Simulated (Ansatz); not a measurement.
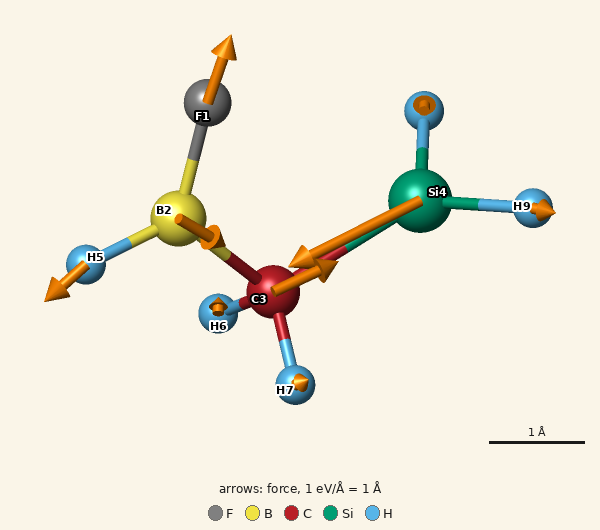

Starting geometry of CH₅BFSi (charge +1) with the computed forces as orange arrows. The picture is a ball-and-stick view, seen at a tilt.

Method: RKS PBE0-D4/def2-TZVP (Ansatz 0.2.0).

Input
```yaml
crystal:
  periodic: [false, false, false]
  atoms:
    - {symbol: F, position_ang: [-1.070000, 1.367860, -0.984440]}
    - {symbol: B, position_ang: [-0.255500, 1.435020, 0.027410]}
    - {symbol: C, position_ang: [0.386190, 0.053280, 0.562890]}
    - {symbol: Si, position_ang: [-0.046220, -1.434010, -0.479460]}
    - {symbol: H, position_ang: [-0.024680, 2.471270, 0.512020]}
    - {symbol: H, position_ang: [0.042080, -0.073200, 1.598150]}
    - {symbol: H, position_ang: [1.471370, 0.191090, 0.645010]}
    - {symbol: H, position_ang: [-1.256070, -2.212590, -0.236900]}
    - {symbol: H, position_ang: [0.752820, -1.798710, -1.644670]}
basis:
  gaussian: {orbitals: def2-TZVP}
total_charge: 1
hamiltonian: {xc: pbe0, dispersion: d4}
relax: {f_tol: 0.005, max_steps: 200}
```

Run as
```bash
ansatz run in.yaml --threads 2 --pin off --events-out ev --progress --plain --max-ram 4352MiB
```

Question: What follows when this structure is relaxed?

Answer: It isn't relaxed: the largest force vector, on Si4, is 1.63 eV/Å. The final displacements have little in common with the starting forces (cosine between the two patterns 0.07). After 13 accepted moves (14 points after the start) the energy has fallen by 8.41 kcal/mol. The largest force component goes from 1.4 to 0.0022 eV/Å. The line search rejected the trial step at point 8 of the run. The atom that moves furthest after the best rigid fit is F1 (0.75 Å). By element the largest moves are F 0.75 Å, H 0.43 Å, Si 0.40 Å, C 0.24 Å, B 0.22 Å. Near-neighbour distances that change, for instance: F1–Si4 3.025 → 1.909 Å, B2–Si4 2.921 → 2.393 Å, F1–B2 1.301 → 1.439 Å, B2–C3 1.615 → 1.550 Å. New bonds form: F1–Si4 (3.03 → 1.91 Å). Bond angles that change, for instance: B2–C3–Si4 113.9° → 89.2°, C3–B2–H5 122.9° → 140.6°, F1–B2–C3 117.6° → 103.4°.
